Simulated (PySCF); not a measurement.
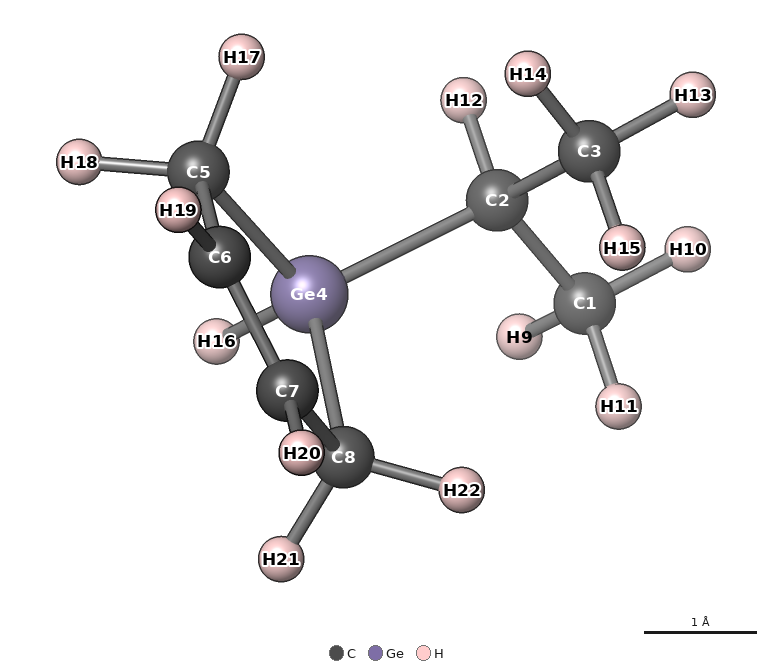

Orthographic view. Atoms fade into the background with distance from the viewer. Computed geometry: PBE0-D3(BJ)/def2-SVP optimisation. No frequency run is at hand to confirm it as a minimum.

List the bonded neighbours of every atom.

C1: C2, H9, H10, H11
C2: C1, C3, Ge4, H12
C3: C2, H13, H14, H15
Ge4: C2, C5, C8, H16
C5: Ge4, C6, H17, H18
C6: C5, C7, H19
C7: C6, C8, H20
C8: Ge4, C7, H21, H22
(terminal hydrogens appear only as neighbours)
